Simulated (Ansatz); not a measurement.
**One shape, several levels: [SiH3]− (SMILES [SiH3-])**

Aim: a comparison of 6 runs (HSE06/3-21G, PBE0/3-21G, UB3LYP/6-31G, UPBE0/3-21G, wB97M-V/3-21G, CCSD/3-21G) of [SiH3]−. 

The results are computed with Ansatz 0.2.0.

2 further runs of the same task are left out: 2 set aside as unsound or not needed.

## 1. Starting point

[SiH3]− has 4 atoms, charge -1, and is taken as a singlet. As SMILES, `[SiH3-]`. The H2–Si1 distance was set to 3.091 Å, away from the relaxed value. At this shape a bond of the SMILES string is far longer than usual.

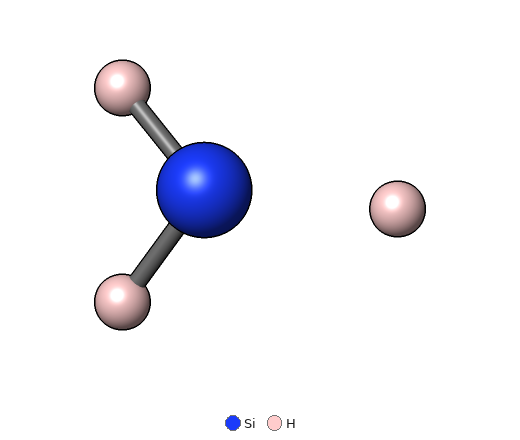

Viewed from a chosen angle; silicon blue, hydrogen pink.

## 2. The energy at HSE06/3-21G (run 1)

File input.yaml:

```yaml
basis:
  gaussian:
    orbitals: 3-21G.json
crystal:
  periodic: [false, false, false]
  atoms:
    - {symbol: Si, position_ang: [0.652797, -0.723684, -1.687668]}
    - {symbol: H, position_ang: [0.426600, 0.622300, 1.085900]}
    - {symbol: H, position_ang: [-0.185403, -1.956684, -1.279968]}
    - {symbol: H, position_ang: [-0.554703, 0.039216, -2.278568]}
total_charge: -1
hamiltonian:
  xc: {name: HSE06}
accuracy: high
```

The basis set 3-21G is read from a file made from the Basis Set Exchange's data (not shown).

Launch:

```sh
$ ansatz run input.yaml --threads 1 --pin off --max-ram 2610MiB --events-out events.jsonl --progress --plain --runs-dir runs
```

The log of the run:

```text
Warning: RAYON_NUM_THREADS=1 ignored (pool sized by the plan → 1); use --threads N
Functional definition: HSE06
  name "HSE06"
  parameter a = 0.25
  parameter omega = 0.11/bohr
  exchange = pbe_x - a*pbe_x_sr(omega) + a*exact_x_sr(omega)
  correlation = pbe_c
373 factors; integrals over basis functions are off by at most 3.1e-9 eV
69 factors; integrals over basis functions are off by at most 1.7e-9 eV
mean field evaluation 1: about -7875.0980 eV, gradient 1.5e1 eV
mean field evaluation 2: about -7863.5061 eV, gradient 3.1e1 eV
mean field evaluation 4: about -7877.0620 eV, gradient 4.0e0 eV
mean field evaluation 8: about -7877.1950 eV, gradient 1.8e-1 eV
mean field evaluation 16: about -7877.1953 eV, gradient 6.9e-6 eV
mean field -7877.19526690 eV, -289.4815867040 hartree, gradient 6.8e-9 eV, S^2 0.000000; 0 other end points of the search recorded, 0 dependent functions left out
reference -7877.19526928 eV, -289.4815867912 hartree; 9, 9 occupied and 10, 10 virtual orbitals, 373 factors
Total energy: -7877.19526928 eV, -289.4815867912 hartree
```

It took 0.64 s on 1 thread of Intel Xeon Platinum 8488C (Sapphire Rapids), shared host.

## 3. A single-point energy at PBE0/3-21G (run 2)

File in.yaml:

```yaml
crystal:
  periodic: [false, false, false]
  atoms:
    - symbol: Si
      position_ang: [0.652797, -0.723684, -1.687668]
    - symbol: H
      position_ang: [0.426600, 0.622300, 1.085900]
    - symbol: H
      position_ang: [-0.185403, -1.956684, -1.279968]
    - symbol: H
      position_ang: [-0.554703, 0.039216, -2.278568]
basis:
  gaussian:
    orbitals: 3-21G.json
accuracy: high
total_charge: -1
hamiltonian:
  xc: pbe0
```

The basis set 3-21G is read from a file made from the Basis Set Exchange's data (not shown).

Launch:

```sh
$ ansatz run in.yaml --threads 1 --pin off --max-ram 2610MiB --events-out events.jsonl --progress --plain --runs-dir runs
```

The log of the run:

```text
Warning: RAYON_NUM_THREADS=1 ignored (pool sized by the plan → 1); use --threads N
Functional definition: PBE0
  name "PBE0"
  parameter a = 0.25
  parameter kappa = 0.804
  parameter beta = 0.06672455060314922
  exchange = (1 - a)*pbe_x(kappa = kappa, mu = beta*pi^2/3) + a*exact_x
  correlation = pbe_c(beta = beta)
373 factors; integrals over basis functions are off by at most 3.1e-9 eV
mean field evaluation 1: about -7875.3227 eV, gradient 1.5e1 eV
mean field evaluation 2: about -7865.1538 eV, gradient 3.1e1 eV
mean field evaluation 4: about -7877.3402 eV, gradient 2.2e0 eV
mean field evaluation 8: about -7877.3739 eV, gradient 1.8e-2 eV
mean field evaluation 16: about -7877.3739 eV, gradient 6.1e-7 eV
mean field -7877.37388957 eV, -289.4881509660 hartree, gradient 1.6e-8 eV, S^2 0.000000; 0 other end points of the search recorded, 0 dependent functions left out
reference -7877.37389135 eV, -289.4881510315 hartree; 9, 9 occupied and 10, 10 virtual orbitals, 373 factors
Total energy: -7877.37389135 eV, -289.4881510315 hartree
```

Wall time 0.48 s (1 thread of Intel Xeon Platinum 8488C (Sapphire Rapids), shared host).

Run 3 isn't shown in full; the table further down has it.

## 4. The energy at UPBE0/3-21G (run 4)

File job.yaml:

```yaml
basis:
  gaussian: {orbitals: 3-21G.json}
crystal:
  periodic: [false, false, false]
  atoms:
    - {symbol: Si, position_ang: [0.652797, -0.723684, -1.687668]}
    - {symbol: H, position_ang: [0.426600, 0.622300, 1.085900]}
    - {symbol: H, position_ang: [-0.185403, -1.956684, -1.279968]}
    - {symbol: H, position_ang: [-0.554703, 0.039216, -2.278568]}
total_charge: -1
magnetization: {spin_polarized: true}
hamiltonian: {xc: {name: PBE0}}
accuracy: high
```

The basis set 3-21G is read from a file made from the Basis Set Exchange's data (not shown).

Launch:

```sh
$ ansatz run job.yaml --threads 1 --pin off --max-ram 2610MiB --events-out events.jsonl --progress --plain --runs-dir runs
```

The log of the run:

```text
Warning: RAYON_NUM_THREADS=1 ignored (pool sized by the plan → 1); use --threads N
Functional definition: PBE0
  name "PBE0"
  parameter a = 0.25
  parameter kappa = 0.804
  parameter beta = 0.06672455060314922
  exchange = (1 - a)*pbe_x(kappa = kappa, mu = beta*pi^2/3) + a*exact_x
  correlation = pbe_c(beta = beta)
373 factors; integrals over basis functions are off by at most 3.1e-9 eV
mean field evaluation 1: about -7875.3227 eV, gradient 1.1e1 eV
mean field evaluation 2: about -7865.1538 eV, gradient 2.2e1 eV
mean field evaluation 4: about -7877.3402 eV, gradient 1.6e0 eV
mean field evaluation 8: about -7877.3739 eV, gradient 1.2e-2 eV
mean field evaluation 16: about -7877.3739 eV, gradient 2.4e-7 eV
mean field evaluation 32: about -7872.5531 eV, gradient 1.1e1 eV
mean field -7877.50396818 eV, -289.4929312667 hartree, gradient 1.9e-8 eV, S^2 0.458653; 4 other end points of the search recorded, 0 dependent functions left out
reference -7877.50397001 eV, -289.4929313339 hartree; 9, 9 occupied and 10, 10 virtual orbitals, 373 factors
Total energy: -7877.50397001 eV, -289.4929313339 hartree
```

Run time: 1.5 s. Hardware: 1 thread of Intel Xeon Platinum 8488C (Sapphire Rapids), shared host; peak memory 0.13 GiB.

Run 5 isn't shown in full; the table further down has it.

## 5. A single-point energy at CCSD/3-21G (run 6)

input.yaml: that of step 2 with these lines changed.

```diff
@@ -1,4 +1 @@
-basis:
-  gaussian:
-    orbitals: 3-21G.json
 crystal:
@@ -10,5 +7,11 @@
     - {symbol: H, position_ang: [-0.554703, 0.039216, -2.278568]}
+basis:
+  gaussian:
+    orbitals: 3-21G.json
+scf:
+  omitted_lower_state_checks: [cluster_reference, increment]
 total_charge: -1
-hamiltonian:
-  xc: {name: HSE06}
+correlation:
+  method: ccsd
+  frozen_orbitals: {H: 0, Si: 5}
 accuracy: high
```

The basis set 3-21G is read from a file made from the Basis Set Exchange's data (not shown).

Launch:

```sh
$ ansatz run input.yaml --threads 1 --pin off --max-ram 2610MiB --events-out events.jsonl --progress --plain --runs-dir runs
```

The log of the run, shortened:

```text
Warning: RAYON_NUM_THREADS=1 ignored (pool sized by the plan → 1); use --threads N
Functional definition: HF
  name "HF"
[...]
373 factors; integrals over basis functions are off by at most 3.1e-9 eV
[...]
mean field -7863.35456928 eV, -288.9729504479 hartree, gradient 2.2e-8 eV, S^2 0.000000; 0 other end points of the search recorded, 0 dependent functions left out; unrestricted orbitals would lower it
5 core orbitals not correlated: weight in the atoms' cores, before any rotation towards them, 1.000 or more for the frozen orbitals, at most 0.000 for the correlated occupied ones
reference -7863.35456928 eV, -288.9729504479 hartree; 4, 4 occupied and 10, 10 virtual orbitals, 373 factors
second order -1.84311327 eV of doubles, -0.00000000 eV of singles
cycle   1  -2.31440587 eV  change   -4.7e-1 eV  update   1.2e-1
[...]
cycle  24  -2.87878439 eV  change   6.0e-10 eV  update  3.1e-10
Total energy: -7866.23335367 eV, -289.0787438231 hartree
Checks for a lower state left out: cluster_reference, increment
```

Wall time 0.14 s (1 thread of Intel Xeon Platinum 8488C (Sapphire Rapids), shared host).

## 6. All runs side by side

```tsv
run	level	frozen core orbitals	energy (Eh)	wall time
1	HSE06/3-21G	–	-289.481587	0.64 s
2	PBE0/3-21G	–	-289.488151	0.48 s
3	UB3LYP/6-31G	–	-291.161270	1.7 s
4	UPBE0/3-21G	–	-289.492931	1.5 s
5	wB97M-V/3-21G	–	-289.571974	4.8 s
6	CCSD/3-21G	5	-289.078744	0.14 s
```

## 7. Outcome

| quantity | value |
| --- | --- |
| run 6: total energy | -289.07874 Eh |
| run 6: correlation energy (5 core orbitals frozen) | -105.8 mEh |
| run 6: T1 diagnostic | 0.069 |

What this shows: Totals of different functionals can't be ranked against each other. In run 6 the T1 diagnostic is large, so a single reference may not serve. In run 6 the log says that unrestricted orbitals would lower the reference, so the values rest on an unstable closed-shell determinant (other closed-shell runs at this shape may share the fault). Spin contamination of the reference: run 4 ⟨S²⟩ = 0.46, run 3 ⟨S²⟩ = 0.30. All runs together took 9.3 s, the longest 4.8 s.
